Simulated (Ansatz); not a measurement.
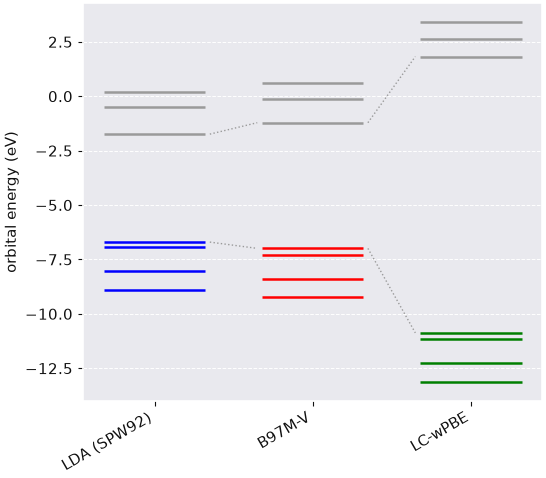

Frontier orbital energies of BSiNH₆O, SMILES BO[SiH2]N at one geometry, def2-TZVPP, the Ansatz code, at a PBE0-D4/def2-TZVP geometry (a minimum by its frequencies). Empty levels are grey, levels within 0.1 eV stand side by side; all columns show the same few orbitals around the gap. Dotted lines join the HOMOs and the LUMOs.

> Compare the HOMO-LUMO separations.

The separation grows from 4.96 eV (LDA (SPW92)) to 12.70 eV (LC-wPBE).

| level | HOMO (eV) | LUMO (eV) | separation (eV) |
| --- | --- | --- | --- |
| LDA (SPW92) | −6.70 | −1.74 | 4.96 |
| B97M-V | −6.99 | −1.22 | 5.78 |
| LC-wPBE | −10.87 | 1.82 | 12.70 |

Caveats, for all or some of the runs: empty levels above zero depend strongly on the basis; one conformer of a flexible molecule.
